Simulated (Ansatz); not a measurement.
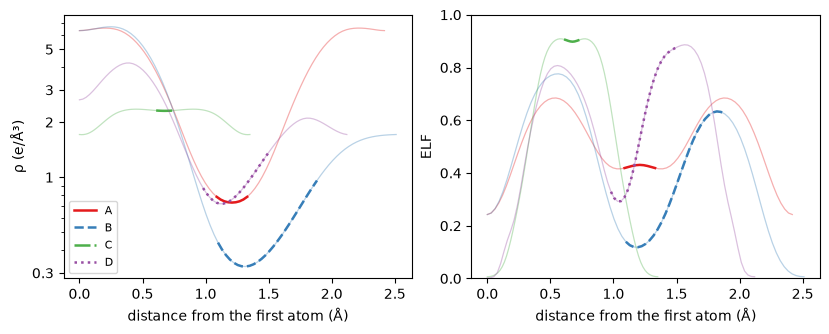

The picture shows: ZrMo₂C₂. Valence charge density (pseudo) and ELF along straight lines between neighbouring atoms. Thin, pale parts lie inside the atomic spheres.

Space group P6/mmm; a structure generated by program, which may or may not match a known phase; computed without spin polarisation.

The calculation used DFT PBE, scalar-relativistic, plane waves, PAW in Ansatz 0.2.0.

In a PAW calculation such maps are meaningful between the atoms, not at the nuclei.

```cif
data_structure
_symmetry_space_group_name_H-M 'P 1'
_symmetry_Int_Tables_number 1
_cell_length_a 4.1882
_cell_length_b 4.1882
_cell_length_c 5.5904
_cell_angle_alpha 90.000
_cell_angle_beta 90.000
_cell_angle_gamma 120.000
_cell_volume 84.93
loop_
_atom_site_label
_atom_site_type_symbol
_atom_site_fract_x
_atom_site_fract_y
_atom_site_fract_z
_atom_site_occupancy
Zr1 Zr 0.00000 0.00000 0.00000 1
Mo1 Mo 0.33333 0.66667 0.50000 1
Mo2 Mo 0.66667 0.33333 0.50000 1
C1 C 0.00000 0.00000 0.62086 1
C2 C 0.00000 0.00000 0.37914 1
```

> Which curve belongs to which contact (C–C, Mo–C, Mo–Mo and Zr–C)? The first atom named is at distance zero.

Curve A: Mo–Mo (2.42 Å): ρ at the midpoint is about 0.73 e/Å³; the ELF is about 0.45 at the midpoint. Curve B: Mo–C (2.51 Å): ρ at the midpoint is about 0.33 e/Å³; the ELF peaks at about 0.65 in the valence shell of C, 0.7 Å from its nucleus, and drops to about 0.10 between the two atoms. Curve C: C–C (1.35 Å): ρ at the midpoint is about 2.3 e/Å³; the ELF peaks at about 0.90 between the atoms. Curve D: Zr–C (2.12 Å): the density is about 0.75 e/Å³ at the midpoint; the ELF peaks at about 0.90 in the valence shell of C, 0.6 Å from its nucleus, and drops to about 0.30 between the two atoms: no localised pair shows between them.
